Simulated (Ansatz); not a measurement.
**SiNHF3 (SMILES [NH][Si](F)(F)F): RPA@PBE0/6-31G(d) (spherical functions)**

What is the electronic atomisation energy of SiNHF3 at RPA@PBE0/6-31G* (spherical functions)? 

The results are computed with Ansatz 0.2.0.

86 further runs of the same task are left out: 2 that didn't finish, 84 set aside as unsound or not needed. Runs told in other sessions of the task aren't counted.

## (1) The system as given

SiNHF3 has 6 atoms, charge 0, and is taken as a doublet. SMILES: `[NH][Si](F)(F)F`. The shape is that of a PBE0-D4/def2-TZVP optimisation.

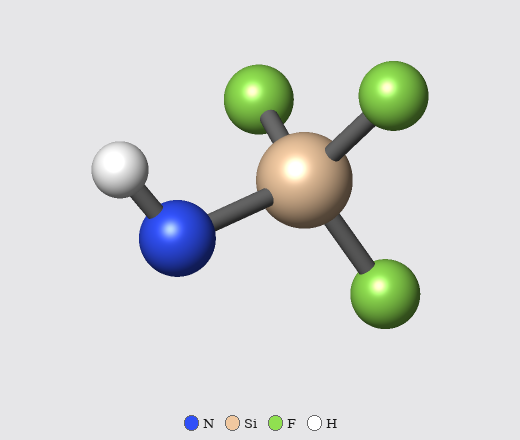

Viewed from a chosen angle; nitrogen blue, silicon light orange, fluorine green, hydrogen white.

## (2) The energy at RPA@PBE0/6-31G(d) (spherical functions)

Contents of job.yaml:

```yaml
crystal:
  periodic: [false, false, false]
  atoms:
    - {symbol: N, position_ang: [-0.974500, 0.604600, 0.713900]}
    - {symbol: Si, position_ang: [0.193600, -0.089600, -0.346100]}
    - {symbol: F, position_ang: [-0.087100, 0.387600, -1.812600]}
    - {symbol: F, position_ang: [0.123100, -1.661400, -0.330200]}
    - {symbol: F, position_ang: [1.652300, 0.359600, 0.035600]}
    - {symbol: H, position_ang: [-0.865300, 0.335400, 1.693200]}
basis:
  gaussian: {orbitals: 6-31G_st_-spherical.json}
magnetization: {spin_polarized: true, initial_magnetization: 1}
hamiltonian: {xc: pbe0}
correlation: {method: rpa, frozen_orbitals: {F: 1, H: 0, "N": 1, Si: 5}}
accuracy: high
```

The basis set 6-31G* is read from a file made from the Basis Set Exchange's data (not shown).

Run with:

```console
ansatz run job.yaml --threads 1 --pin off --max-ram 3480MiB --events-out events.jsonl --progress --plain --runs-dir runs
```

The log of the run:

```text
Warning: RAYON_NUM_THREADS=1 ignored (pool sized by the plan → 1); use --threads N
Functional definition: PBE0
  name "PBE0"
  parameter a = 0.25
  parameter kappa = 0.804
  parameter beta = 0.06672455060314922
  exchange = (1 - a)*pbe_x(kappa = kappa, mu = beta*pi^2/3) + a*exact_x
  correlation = pbe_c(beta = beta)
1642 factors; integrals over basis functions are off by at most 3.9e-9 eV
mean field evaluation 1: about -17520.5380 eV, gradient 3.5e1 eV
mean field evaluation 2: about -17520.5576 eV, gradient 3.5e1 eV
mean field evaluation 4: about -17524.6228 eV, gradient 2.3e0 eV
mean field evaluation 8: about -17524.6457 eV, gradient 4.4e-2 eV
mean field evaluation 16: about -17524.6457 eV, gradient 1.9e-4 eV
mean field evaluation 32: about -17523.9952 eV, gradient 5.1e0 eV
mean field -17524.64571204 eV, -644.0188512859 hartree, gradient 3.2e-8 eV, S^2 0.752854; 2 other end points of the search recorded, 0 dependent functions left out
9 core orbitals not correlated: weight in the atoms' cores, before any rotation towards them, 1.000 or more for the frozen orbitals, at most 0.000 for the correlated occupied ones
reference -17481.07183571 eV, -642.4175408664 hartree; 16, 15 occupied and 51, 52 virtual orbitals, 1642 factors
Total energy: -17507.46831689 eV, -643.3875936575 hartree
```

Run time: 17 s. Hardware: 1 thread of Arm Neoverse V1, shared host; peak memory 0.34 GiB.

## (3) The F atom at the same level

Contents of run.yaml:

```yaml
crystal:
  periodic: [false, false, false]
  atoms:
    - {symbol: F, position_ang: [0.000000, 0.000000, 0.000000]}
basis:
  gaussian:
    orbitals: 6-31G_st_-spherical.json
magnetization:
  spin_polarized: true
  initial_magnetization: 1
hamiltonian:
  xc: pbe0
correlation:
  method: rpa
  frozen_orbitals: {F: 1}
accuracy: high
```

The basis set 6-31G* is read from a file made from the Basis Set Exchange's data (not shown).

Run the same way, it converges to -99.54640 Eh (log not shown).

## (4) The H atom

Contents of in.yaml:

```yaml
crystal:
  periodic: [false, false, false]
  atoms:
    - {symbol: H, position_ang: [0.000000, 0.000000, 0.000000]}
basis:
  gaussian:
    orbitals: "6-31G*"
magnetization:
  spin_polarized: true
  initial_magnetization: 1
hamiltonian:
  xc: {name: PBE0}
correlation:
  method: rpa
  frozen_orbitals: {H: 0}
accuracy: high
```

Run the same way, it converges to -0.50330 Eh (log not shown).

## (5) The N atom

Contents of run.yaml:

```yaml
crystal:
  periodic: [false, false, false]
  atoms:
    - {symbol: "N", position_ang: [0.000000, 0.000000, 0.000000]}
basis:
  gaussian: {orbitals: 6-31G_st_-spherical.json}
magnetization: {spin_polarized: true, initial_magnetization: 3}
hamiltonian: {xc: {name: PBE0}}
correlation: {method: rpa, frozen_orbitals: {"N": 1}}
accuracy: high
```

The basis set 6-31G* is read from a file made from the Basis Set Exchange's data (not shown).

Run the same way, it converges to -54.51256 Eh (log not shown).

## (6) The Si atom

Contents of job.yaml:

```yaml
crystal:
  periodic: [false, false, false]
  atoms:
    - {symbol: Si, position_ang: [0.000000, 0.000000, 0.000000]}
basis:
  gaussian: {orbitals: 6-31G_st_-spherical.json}
magnetization: {spin_polarized: true, initial_magnetization: 2}
hamiltonian: {xc: pbe0}
correlation: {method: rpa, frozen_orbitals: {Si: 5}}
accuracy: high
```

The basis set 6-31G* is read from a file made from the Basis Set Exchange's data (not shown).

Run the same way, it converges to -288.91466 Eh (log not shown).

## (7) What came out

At RPA@PBE0/6-31G* (spherical functions), 9 core orbitals frozen:

| quantity | value |
| --- | --- |
| molecule: total energy | -643.38759 Eh |
| molecule: RPA correlation energy (valence) | -970.1 mEh |
| molecule: ⟨S²⟩ of the reference determinant | 0.753 |
| F atom: total energy | -99.54640 Eh |
| F atom: RPA correlation energy (valence) | -184.1 mEh |
| F atom: ⟨S²⟩ of the reference determinant | 0.751 |
| H atom: total energy | -0.50330 Eh |
| H atom: RPA correlation energy | -5.1 mEh |
| H atom: ⟨S²⟩ of the reference determinant | 0.750 |
| N atom: total energy | -54.51256 Eh |
| N atom: RPA correlation energy (valence) | -128.3 mEh |
| N atom: ⟨S²⟩ of the reference determinant | 3.752 |
| Si atom: total energy | -288.91466 Eh |
| Si atom: RPA correlation energy (valence) | -85.7 mEh |
| Si atom: ⟨S²⟩ of the reference determinant | 2.002 |
| electronic atomisation energy | 22.255 eV |

Taking the molecule apart into free atoms costs 22.26 eV (513 kcal/mol), before zero-point energy and without spin-orbit coupling.
